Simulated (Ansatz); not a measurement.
## Ca4Mg2SnW: relaxing a made-up structure

This structure for Ca4Mg2SnW is made up. Its elements were placed in a known structure type with a cell scaled to their sizes. What cell does the guess relax to, and how far off was it?

Method: DFT, PBE, plane-wave PAW, files of the set soft_1, scalar-relativistic, no spin, cell and ions relaxed at zero pressure; PAW set soft_1, in the first sound run; inputs show where later runs differ, in Ansatz 0.2.0.

**1. Starting point**

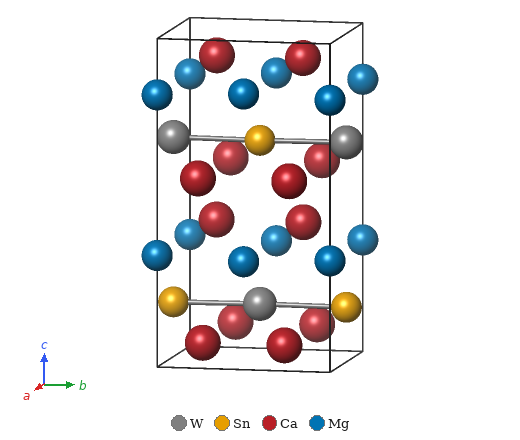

The cell as given, slightly off an axis (tungsten grey, tin orange, calcium red, magnesium blue). This picture shows the conventional cell, with its axes. Some periodic images of atoms are drawn too.

Structure file:

```cif
data_structure
_symmetry_space_group_name_H-M 'P 1'
_symmetry_Int_Tables_number 1
_cell_length_a 5.7290
_cell_length_b 7.0841
_cell_length_c 7.0841
_cell_angle_alpha 56.169
_cell_angle_beta 90.000
_cell_angle_gamma 90.000
_cell_volume 238.83
loop_
_atom_site_label
_atom_site_type_symbol
_atom_site_fract_x
_atom_site_fract_y
_atom_site_fract_z
_atom_site_occupancy
W1 W 0.50000 0.66850 0.66850 1
Sn2 Sn 0.50000 0.16640 0.16640 1
Ca3 Ca 0.00000 0.34210 0.81410 1
Ca4 Ca 0.00000 0.81410 0.34210 1
Ca5 Ca 0.50000 0.17220 0.67020 1
Ca6 Ca 0.50000 0.67020 0.17220 1
Mg7 Mg 0.00000 0.82870 0.82870 1
Mg8 Mg 0.00000 0.33960 0.33960 1
```

**2. Relaxation of the guess**

The guess takes its coordinates from another compound and its volume from a rule, so the cell and any free coordinates are relaxed together.

Input file input.yaml:

```yaml
crystal:
  lattice:
    - [5.729, 0.0, 0.0]
    - [0.0, 3.335, 6.25]
    - [0.0, -3.335, 6.25]
  atoms:
    - { symbol: W, position: [0.5, 0.6685, 0.6685] }
    - { symbol: Sn, position: [0.5, 0.1664, 0.1664] }
    - { symbol: Ca, position: [0.0, 0.3421, 0.8141] }
    - { symbol: Ca, position: [0.0, 0.8141, 0.3421] }
    - { symbol: Ca, position: [0.5, 0.1722, 0.6702] }
    - { symbol: Ca, position: [0.5, 0.6702, 0.1722] }
    - { symbol: Mg, position: [0.0, 0.8287, 0.8287] }
    - { symbol: Mg, position: [0.0, 0.3396, 0.3396] }
kpoints:
  mp_grid: { grid: [5, 5, 5] }
scf:
  occupations: { method: fermi_dirac, width: 0.05 }
hamiltonian:
  xc: pbe
  pseudopotentials: { kind: paw, azcp: { folder: soft_1 } }
relax:
  f_tol: 0.015
  max_steps: 70
  cell: {}
output:
  forces: true
  stress: true
```

The run is started by

```
$ ansatz run input.yaml --threads 4 --pin off --max-ram 10240MiB --backend cpu --events-out ev --progress --plain --runs-dir out
```

Numbers of over 12 decimals in the logs are rounded to 6 here.

Log:

```text
Engine: ansatz 0.2.0, aarch64-unknown-linux-gnu
Pseudopotentials: kind: paw
Pseudopotential: W, paw, valence charge 14, recommended cutoff 420 eV (normal), soft_1/W.paw.azcp
Pseudopotential: Sn, paw, valence charge 14, recommended cutoff 420 eV (normal), soft_1/Sn.paw.azcp
Pseudopotential: Ca, paw, valence charge 10, recommended cutoff 420 eV (normal), soft_1/Ca.paw.azcp
Pseudopotential: Mg, paw, valence charge 10, recommended cutoff 420 eV (normal), soft_1/Mg.paw.azcp
Functional definition: PBE
  parameter kappa = 0.804
  parameter beta = 0.066725
  exchange = pbe_x(kappa = kappa, mu = beta*pi^2/3)
  correlation = pbe_c(beta = beta)
Crystal: 8 atoms, lattice volume = 238.828 Å³
Basis set: ecut = 420 eV, 4677 PW (Γ), exchange–correlation on 80×96×96 points (8 copies of the dense FFT grid, shifted against one another)
Bands: 53, of which v1, the nominal top of the filled ones, is band 44 counted from 1 (43 counted from 0)
Symmetry: 4 space group operations
Space group: Amm2 (ITA 38), of the structure as read, at distance tolerance 6.2e-5 Å
k-points: 27 of 125 (time reversal used)
Non-local potential: W, projectors of the file, l = 0: 3, l = 1: 2, l = 2: 2, l = 3: 1
Non-local potential: Sn, projectors of the file, l = 0: 2, l = 1: 2, l = 2: 2, l = 3: 1
Non-local potential: Ca, projectors of the file, l = 0: 3, l = 1: 2, l = 2: 2
Non-local potential: Mg, projectors of the file, l = 0: 3, l = 1: 2, l = 2: 1
PAW form: soft (Blöchl's): semilocal exchange-correlation on the pseudo side does not see the compensation charge
PAW one-centre angular grid: W, 590 points (default); XC on 64 Gauss nodes
PAW one-centre angular grid: Sn, 590 points (default); XC on 64 Gauss nodes
PAW one-centre angular grid: Ca, 110 points (default); XC on 64 Gauss nodes
PAW one-centre angular grid: Mg, 110 points (default); XC on 64 Gauss nodes
Initial density: superposition of atomic densities (chi_scale 0.1, normalization cell, long waves kept (reshape's long-wave potential 0.02 eV rms))
Initial wavefunctions: pseudopotential atomic-orbital guess
Functional: x = pbe(κ = 0.804, μ = 0.219515), c = pbe(β = 0.066725)
SCF iter   1: F=—  HF=-27538.921640 eV  |F-HF|=—  |Δ(HF+E_count)|=         —  Δρ=1.04e-1  dr2=1.15e2  ethr=3.10e-3  ⟨swp⟩=15.0  Hψ=8818  notcnv=0
preconditioner: auto → Kerker (q_TF=auto, 2.310 Å⁻¹)  [metal: Δε(μ)=0.005 eV  Ē_g=2.860 eV  σ=0.050 eV  W_gap=0.03  n_scr=50 (ndim 8)  ℏωp=11.3 eV  f_vac=0.000  D(μ)=9.19/eV (n_scr^D=70)]
SCF iter   2: F=—  HF=-27523.838484 eV  |F-HF|=—  |Δ(HF+E_count)|=    1.51e1  Δρ=3.59e-2  dr2=1.20e1  ethr=3.10e-3  ⟨swp⟩=10.6  Hψ=7886  notcnv=0  defer=10
SCF iter   3: F=—  HF=-27523.061799 eV  |F-HF|=—  |Δ(HF+E_count)|=   7.77e-1  Δρ=1.92e-2  dr2=3.99e0  ethr=3.10e-3  ⟨swp⟩=5.1  Hψ=2390  notcnv=0  defer=5
SCF iter   4: F=—  HF=-27522.855912 eV  |F-HF|=—  |Δ(HF+E_count)|=   2.06e-1  Δρ=2.43e-2  dr2=4.75e0  ethr=3.10e-3  ⟨swp⟩=4.8  Hψ=2440  notcnv=0  defer=8
SCF iter   5: F=—  HF=-27522.679048 eV  |F-HF|=—  |Δ(HF+E_count)|=   1.77e-1  Δρ=2.04e-2  dr2=3.35e0  ethr=3.10e-3  ⟨swp⟩=2.0  Hψ=1652  notcnv=0  defer=4
SCF iter   6: F=—  HF=-27522.481770 eV  |F-HF|=—  |Δ(HF+E_count)|=   1.97e-1  Δρ=7.62e-3  dr2=4.32e-1  ethr=3.10e-3  ⟨swp⟩=2.8  Hψ=1657  notcnv=0  defer=4
SCF iter   7: F=—  HF=-27522.471539 eV  |F-HF|=—  |Δ(HF+E_count)|=   1.02e-2  Δρ=5.17e-4  dr2=9.09e-4  ethr=4.91e-4  ⟨swp⟩=4.2  Hψ=2121  notcnv=0  defer=3
SCF iter   8: F=—  HF=-27522.472783 eV  |F-HF|=—  |Δ(HF+E_count)|=   1.24e-3  Δρ=2.76e-4  dr2=4.31e-4  ethr=1.03e-6  ⟨swp⟩=3.1  Hψ=2521  notcnv=0  defer=2
SCF iter   9: F=—  HF=-27522.472727 eV  |F-HF|=—  |Δ(HF+E_count)|=   5.54e-5  Δρ=2.53e-4  dr2=4.50e-4  ethr=4.90e-7  ⟨swp⟩=2.2  Hψ=1843  notcnv=0  defer=2
SCF iter  10: F=—  HF=-27522.472700 eV  |F-HF|=—  |Δ(HF+E_count)|=   2.75e-5  Δρ=1.29e-4  dr2=1.26e-4  ethr=4.90e-7  ⟨swp⟩=1.0  Hψ=1429  notcnv=0  defer=2
SCF iter  11: F=—  HF=-27522.472695 eV  |F-HF|=—  |Δ(HF+E_count)|=   4.70e-6  Δρ=2.80e-5  dr2=5.59e-6  ethr=1.43e-7  ⟨swp⟩=2.0  Hψ=1487  notcnv=0  defer=2
SCF iter  12: F=—  HF=-27522.472557 eV  |F-HF|=—  |Δ(HF+E_count)|=   1.39e-4  Δρ=5.18e-6  dr2=2.33e-7  ethr=6.35e-9  ⟨swp⟩=2.1  Hψ=1690  notcnv=0  defer=2
SCF iter  13: F=-27522.472557 eV  HF=-27522.472557 eV  |F-HF|=1.04e-8  |Δ(HF+E_count)|=   1.96e-8  Δρ=1.47e-6  dr2=1.37e-8  ethr=1.14e-10  ⟨swp⟩=5.2  Hψ=5137  notcnv=0
SCF 1 converged in 13 iterations: F = -27522.472557 eV  dr2 = 1.37e-8
  greatest PAW one-centre occupation: 1.000 electrons in one spin orbital (limit 2), on the Mg atom at site 7 (counted from 0), in its partial waves of l = 0
relax step   1: F+E_penalty+E_count = -27522.47255661 eV  Δ(F+E_penalty+E_count) = +0.000e0 eV  max|allowed force component| = 7.443e-1 eV/Å  Δτ_max = 0.0000 Å  P = -3.560 GPa  Ω = 238.828 Å³  (13 SCF iters, dr2 threshold 1.00e-7 eV, accepted)
Crystal: 8 atoms, lattice volume = 215.939 Å³
Basis set: ecut = 420 eV, 4255 PW (Γ), exchange–correlation on 80×96×96 points (8 copies of the dense FFT grid, shifted against one another)
Initial density: handed on by an earlier stage of this run
Initial wavefunctions: those handed on with the density
iter 1 solved again at ethr=1.11e-3 eV; its pass at ethr=3.10e-3 eV (dr2=9.81e-1 eV) is discarded
SCF iter   1: F=—  HF=-27523.281727 eV  |F-HF|=—  |Δ(HF+E_count)|=         —  Δρ=1.20e-2  dr2=1.04e0  ethr=1.11e-3  ⟨swp⟩=1.0  Hψ=7740  notcnv=0
preconditioner: auto → Kerker (q_TF=auto, 2.349 Å⁻¹)  [metal: Δε(μ)=0.013 eV  Ē_g=3.447 eV  σ=0.050 eV  W_gap=0.07  n_scr=46 (ndim 8)  ℏωp=11.9 eV  f_vac=0.000  D(μ)=9.82/eV (n_scr^D=78)]
SCF iter   2: F=—  HF=-27523.150125 eV  |F-HF|=—  |Δ(HF+E_count)|=   1.32e-1  Δρ=6.14e-3  dr2=2.94e-1  ethr=1.11e-3  ⟨swp⟩=2.0  Hψ=1610  notcnv=0
SCF iter   3: F=—  HF=-27523.091063 eV  |F-HF|=—  |Δ(HF+E_count)|=   5.91e-2  Δρ=1.27e-3  dr2=1.48e-2  ethr=3.34e-4  ⟨swp⟩=2.1  Hψ=1921  notcnv=0
SCF iter   4: F=—  HF=-27523.088209 eV  |F-HF|=—  |Δ(HF+E_count)|=   2.85e-3  Δρ=4.36e-4  dr2=9.41e-4  ethr=1.68e-5  ⟨swp⟩=2.0  Hψ=1870  notcnv=0
SCF iter   5: F=—  HF=-27523.088084 eV  |F-HF|=—  |Δ(HF+E_count)|=   1.25e-4  Δρ=1.44e-4  dr2=7.82e-5  ethr=1.07e-6  ⟨swp⟩=2.3  Hψ=1974  notcnv=0
SCF iter   6: F=—  HF=-27523.087929 eV  |F-HF|=—  |Δ(HF+E_count)|=   1.55e-4  Δρ=4.60e-5  dr2=6.69e-6  ethr=8.89e-8  ⟨swp⟩=2.0  Hψ=1962  notcnv=0
SCF iter   7: F=-27523.087928 eV  HF=-27523.087928 eV  |F-HF|=2.25e-7  |Δ(HF+E_count)|=   5.22e-7  Δρ=1.34e-5  dr2=4.82e-7  ethr=9.09e-10  ⟨swp⟩=5.6  Hψ=5805  notcnv=0
SCF 2 converged in 7 iterations: F = -27523.087928 eV  dr2 = 4.82e-7
[...]
SCF iter   3: F=—  HF=-27523.200136 eV  |F-HF|=—  |Δ(HF+E_count)|=   1.11e-2  Δρ=6.97e-4  dr2=2.56e-3  ethr=4.89e-5  ⟨swp⟩=2.0  Hψ=2458  notcnv=0
SCF iter   4: F=—  HF=-27523.199682 eV  |F-HF|=—  |Δ(HF+E_count)|=   4.54e-4  Δρ=1.90e-4  dr2=1.19e-4  ethr=2.91e-6  ⟨swp⟩=2.0  Hψ=1666  notcnv=0
SCF iter   5: F=—  HF=-27523.199535 eV  |F-HF|=—  |Δ(HF+E_count)|=   1.47e-4  Δρ=6.74e-5  dr2=1.04e-5  ethr=1.36e-7  ⟨swp⟩=2.0  Hψ=1858  notcnv=0
SCF iter   6: F=—  HF=-27523.199534 eV  |F-HF|=—  |Δ(HF+E_count)|=   9.02e-7  Δρ=2.12e-5  dr2=1.08e-6  ethr=1.18e-8  ⟨swp⟩=2.2  Hψ=2542  notcnv=0
SCF iter   7: F=-27523.199534 eV  HF=-27523.199534 eV  |F-HF|=1.78e-8  |Δ(HF+E_count)|=   5.44e-8  Δρ=5.20e-6  dr2=7.41e-8  ethr=9.09e-10  ⟨swp⟩=5.0  Hψ=5012  notcnv=0
SCF 3 converged in 7 iterations: F = -27523.199534 eV  dr2 = 7.41e-8
  greatest PAW one-centre occupation: 1.000 electrons in one spin orbital (limit 2), on the Mg atom at site 6 (counted from 0), in its partial waves of l = 0
relax step   3: F+E_penalty+E_count = -27523.19953395 eV  Δ(F+E_penalty+E_count) = -1.116e-1 eV  max|allowed force component| = 7.098e-2 eV/Å  Δτ_max = 0.1397 Å  P = +0.883 GPa  Ω = 208.748 Å³  energy of the carried Pulay correction = +1.426e-3 eV  (7 SCF iters, dr2 threshold 8.00e-7 eV, accepted)
[...]
relax step   4: F+E_penalty+E_count = -27523.26382499 eV  Δ(F+E_penalty+E_count) = -6.429e-2 eV  max|allowed force component| = 1.517e-1 eV/Å  Δτ_max = 0.0652 Å  P = +1.001 GPa  Ω = 209.258 Å³  energy of the carried Pulay correction = +1.400e-3 eV  (6 SCF iters, dr2 threshold 8.00e-7 eV, accepted)
[...]
relax step   5: F+E_penalty+E_count = -27523.28353101 eV  Δ(F+E_penalty+E_count) = -1.971e-2 eV  max|allowed force component| = 8.164e-2 eV/Å  Δτ_max = 0.0379 Å  P = -0.051 GPa  Ω = 215.120 Å³  energy of the carried Pulay correction = +1.108e-3 eV  (6 SCF iters, dr2 threshold 8.00e-7 eV, accepted)
[...]
relax step   6: F+E_penalty+E_count = -27523.28593691 eV  Δ(F+E_penalty+E_count) = -2.406e-3 eV  max|allowed force component| = 1.787e-2 eV/Å  Δτ_max = 0.0171 Å  P = -0.040 GPa  Ω = 215.167 Å³  energy of the carried Pulay correction = +1.106e-3 eV  (6 SCF iters, dr2 threshold 4.17e-7 eV, accepted)
[...]
relax step   7: F+E_penalty+E_count = -27523.28618765 eV  Δ(F+E_penalty+E_count) = -2.507e-4 eV  max|allowed force component| = 2.416e-2 eV/Å  Δτ_max = 0.0141 Å  P = -0.004 GPa  Ω = 215.103 Å³  energy of the carried Pulay correction = +1.109e-3 eV  (6 SCF iters, dr2 threshold 1.99e-8 eV, accepted)
[...]
relax step   8: F+E_penalty+E_count = -27523.28634702 eV  Δ(F+E_penalty+E_count) = -1.594e-4 eV  max|allowed force component| = 5.022e-3 eV/Å  Δτ_max = 0.0086 Å  P = +0.002 GPa  Ω = 215.036 Å³  energy of the carried Pulay correction = +1.112e-3 eV  (6 SCF iters, dr2 threshold 3.65e-8 eV, accepted)
Basis set: ecut = 420 eV, 4237 PW (Γ), exchange–correlation on 72×96×96 points (8 copies of the dense FFT grid, shifted against one another)
Initial wavefunctions: pseudopotential atomic-orbital guess (no wavefunctions were taken with the density)
iter 1 solved again at ethr=5.99e-7 eV; its pass at ethr=3.10e-3 eV (dr2=5.27e-4 eV) is discarded
SCF iter   1: F=—  HF=-27523.285492 eV  |F-HF|=—  |Δ(HF+E_count)|=         —  Δρ=1.51e-4  dr2=2.05e-6  ethr=5.99e-7  ⟨swp⟩=3.1  Hψ=10939  notcnv=0
preconditioner: auto → Kerker (q_TF=auto, 2.351 Å⁻¹)  [metal: Δε(μ)=0.017 eV  Ē_g=3.526 eV  σ=0.050 eV  W_gap=0.08  n_scr=44 (ndim 8)  ℏωp=11.9 eV  f_vac=0.000  D(μ)=7.86/eV (n_scr^D=58)]
SCF iter   2: F=—  HF=-27523.285628 eV  |F-HF|=—  |Δ(HF+E_count)|=   1.36e-4  Δρ=7.67e-5  dr2=5.20e-7  ethr=2.33e-9  ⟨swp⟩=2.3  Hψ=2578  notcnv=0
SCF iter   3: F=—  HF=-27523.285680 eV  |F-HF|=—  |Δ(HF+E_count)|=   5.15e-5  Δρ=6.37e-6  dr2=8.87e-9  ethr=5.91e-10  ⟨swp⟩=2.0  Hψ=2635  notcnv=0
SCF iter   4: F=—  HF=-27523.285680 eV  |F-HF|=—  |Δ(HF+E_count)|=   2.84e-7  Δρ=7.53e-7  dr2=1.38e-9  ethr=1.01e-11  ⟨swp⟩=2.0  Hψ=2638  notcnv=0
SCF iter   5: F=—  HF=-27523.285680 eV  |F-HF|=—  |Δ(HF+E_count)|=  8.77e-10  Δρ=2.19e-7  dr2=2.49e-10  ethr=1.56e-12  ⟨swp⟩=2.2  Hψ=1727  notcnv=0
SCF iter   6: F=-27523.285680 eV  HF=-27523.285680 eV  |F-HF|=7.28e-12  |Δ(HF+E_count)|=  2.18e-11  Δρ=6.74e-8  dr2=1.65e-11  ethr=1.00e-12  ⟨swp⟩=5.0  Hψ=5149  notcnv=0
SCF 9 converged in 6 iterations: F = -27523.285680 eV  dr2 = 1.65e-11
relax step   9: F+E_penalty+E_count = -27523.28567995 eV  Δ(F+E_penalty+E_count) = +6.671e-4 eV  max|allowed force component| = 4.983e-3 eV/Å  Δτ_max = 0.0000 Å  P = +0.000 GPa  Ω = 215.036 Å³  stress off target by 8.24e-3 GPa  SCF on the basis re-selected at this cell (its energy is not comparable with the rows above)  (6 SCF iters)
basis re-selected at this cell: Δ(F+E_penalty+E_count) = +6.671e-4 eV, ΔP = -0.001 GPa vs the last step (what re-selecting the basis moved, of the pressure what is left beyond the Pulay correction that the steps carried, after the strain that the cell walked since its last selection, with what the two solves' SCF thresholds leave and, on support functions, any second-order correction that the steps lacked; it is no measure of the basis error at this ecutwfc). The dense FFT grid was sized anew with the basis: this SCF ran on 36×48×48 points, the steps before it on 40×48×48, so part of this shift can come from that change (see relax.cell in the input reference). [rest of the remark cut]
SCF converged after 6 iterations
Free energy (F): -27523.285680 eV
Harris-Foulkes:  -27523.285680 eV  (|F-HF|=7.28e-12)
Internal energy: -27523.221537 eV  (E = F + TS)
E sigma→0 (E₀):  -27523.253609 eV
Entropy (-TS):   -0.064143 eV (-8.018 meV/atom)
Fermi energy:    8.107632 eV
--- Per-component energies (eV) ---
  E_band       = -1580.982978
  E_kinetic    = 1744.075346
  E_local      = -8562.271991  (includes V_loc(G=0)·N_el)
  E_nonlocal   = 873.743188
  E_hartree    = 3117.967938
  E_xc         = -953.379369
  E_vxc        = -1008.975506  (∫ρ·V_xc dr)
  E_paw        = -17011.528861  (= ΣΔE_a)
  E_vpaw       = -863.490105  (= ΣTr[D̂ρ^β])
  E_aug_tail   = 0.000126  (compensation charges beyond the density's cutoff)
  E_ewald      = -6731.827913
  E_smearing   = -0.064143  (= −TS)
  E_closure    = -0.000000  (closes the sum)
  Σ components = -27523.285680   (vs F -27523.285680, Δ=0.00e0)
--- Forces (eV/Å), atoms counted from 1 ---
  atom   1  W     -0.00000000     0.00000000     0.00498280
  atom   2  Sn     0.00000000     0.00000000    -0.00189542
  atom   3  Ca    -0.00000000     0.00003855    -0.00045877
  atom   4  Ca    -0.00000000    -0.00003855    -0.00045877
  atom   5  Ca     0.00000000     0.00386952     0.00017305
  atom   6  Ca     0.00000000    -0.00386952     0.00017305
  atom   7  Mg    -0.00000000     0.00000000    -0.00187009
  atom   8  Mg     0.00000000     0.00000000    -0.00064668
  max |Σ_I F_I| component: 8.34e-7 eV/Å
--- Stress (GPa, compression-positive) ---
       -0.002926      -0.000000       0.000000
       -0.000000       0.008238      -0.000000
        0.000000      -0.000000      -0.004253
  P = ⅓ Tr σ = 0.0004 GPa (0.004 kbar)
--- Relaxed structure (8 steps of the walk, 8 accepted, 1 SCFs on fresh bases) ---
  F+E_penalty+E_count = -27523.28567995 eV   max|allowed force component| = 4.983e-3 eV/Å   (the final SCF, on the basis selected at the relaxed cell)
  cell:  # Å, volume = 215.0362 Å³
    - [5.212230, 0.0, 0.0]
    - [0.0, 3.535565, 5.834440]
    - [0.0, -3.535565, 5.834440]
  atoms:
    - { symbol: W, position: [0.500000, 0.678415, 0.678415] }
    - { symbol: Sn, position: [0.500000, 0.164975, 0.164975] }
    - { symbol: Ca, position: [0, 0.356309, 0.838220] }
    - { symbol: Ca, position: [0, 0.838220, 0.356309] }
    - { symbol: Ca, position: [0.500000, 0.155412, 0.660652] }
    - { symbol: Ca, position: [0.500000, 0.660652, 0.155412] }
    - { symbol: Mg, position: [0, 0.818349, 0.818349] }
    - { symbol: Mg, position: [0, 0.329468, 0.329468] }
```

Run time: 53 s. Hardware: 4 threads of Arm Neoverse V2, shared host; peak memory 0.61 GiB; 3.5 min of CPU time.

The steps of the relaxation:

```
step  energy less that of the first step (eV)  largest force component (eV/Å)  pressure (GPa)  volume (Å³)
   1                                   0.0000                          0.7443           -3.56       238.83
   2                                  -0.6154                          0.3376           -0.52       215.94
   3                                  -0.7270                          0.0710            0.88       208.75
   4                                  -0.7913                          0.1517            1.00       209.26
   5                                  -0.8110                          0.0816           -0.05       215.12
   6                                  -0.8134                          0.0179           -0.04       215.17
   7                                  -0.8136                          0.0242            0.00       215.10
   8                                  -0.8138                          0.0050            0.00       215.04
  9*                                  -0.8131                          0.0050            0.00       215.04
```

Relaxation steps marked * repeat the geometry before them on a plane-wave basis chosen anew for their cell, so energy and pressure can jump there.

The run keeps the 4 symmetry operations that it works with, so distortions that break them were not tested.

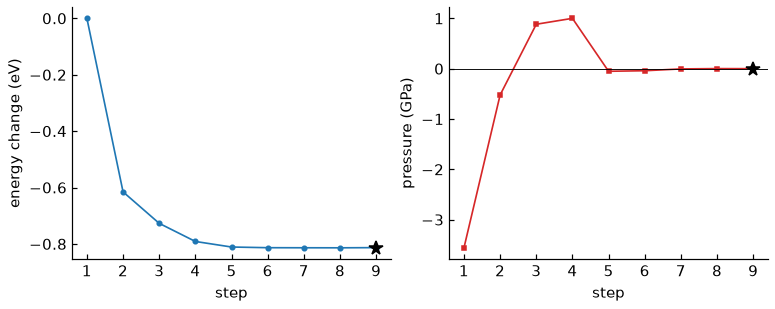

Energy and pressure along the relaxation. Stars mark steps on a basis chosen anew.

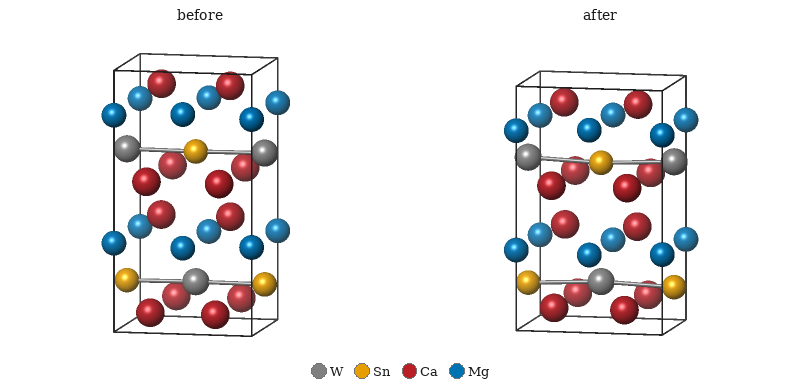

Before and after, at one scale.

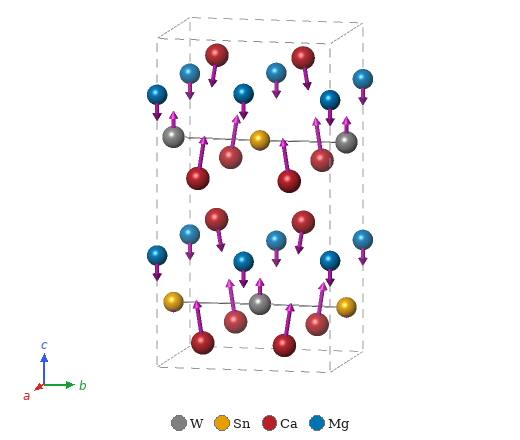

Displacements in the relaxation, exaggerated, measured against the changing cell; the longest in the cell stands for 0.23 Å. Some periodic images of atoms are drawn too.

```
conventional cell, symmetrised  before   after   change
                         a (Å)   5.729   5.212   -9.0 %
                         b (Å)   6.670   7.071   +6.0 %
                         c (Å)  12.500  11.669   -6.6 %
              volume (Å³/atom)   29.85   26.88  -10.0 %
```

The atoms that moved most (Å, as changes of fractional coordinates times the final cell):

```
atom     dx      dy      dz  length
 Ca4  0.000   0.035   0.224   0.226
 Ca3  0.000  -0.035   0.224   0.226
 Ca5  0.000  -0.026  -0.154   0.156
 Ca6  0.000   0.026  -0.154   0.156
 Mg7  0.000   0.000  -0.121   0.121
 Mg8  0.000   0.000  -0.118   0.118
  W1  0.000   0.000   0.116   0.116
 Sn2  0.000   0.000  -0.017   0.017
```

Numbers from this step:

```yaml
free_energy: -27523.2857 eV
energy_at_zero_smearing: -27523.2536 eV
smearing_term_ts: 0.06414 eV
fermi_energy: 8.108 eV
electrons: 88
symmetry_operations: 4
pressure: 3.53e-4 GPa
```

Shortest distances by pair of elements, guess and relaxed (not always the same contact):

```
 pair  guess (Å)  relaxed (Å)
 Mg–W      3.495        3.075
Ca–Mg      3.371        3.092
 Ca–W      3.458        3.200
Mg–Sn      3.591        3.237
Ca–Sn      3.492        3.282
```

The relaxation ends with a largest force component of 0.0050 eV/Å and a pressure of 0.00 GPa.

(Continued in part 2 of 2.)

[Logs are printed without paths, hosts, clocks, repeated set-up lines and the standing remarks that a program may print on its own settings, such as how far it seeks lower states.]

[Hosts, paths, dates, database ids (printed as entryN), source tags and the programs' standing remarks are cut or masked in the printed files.]
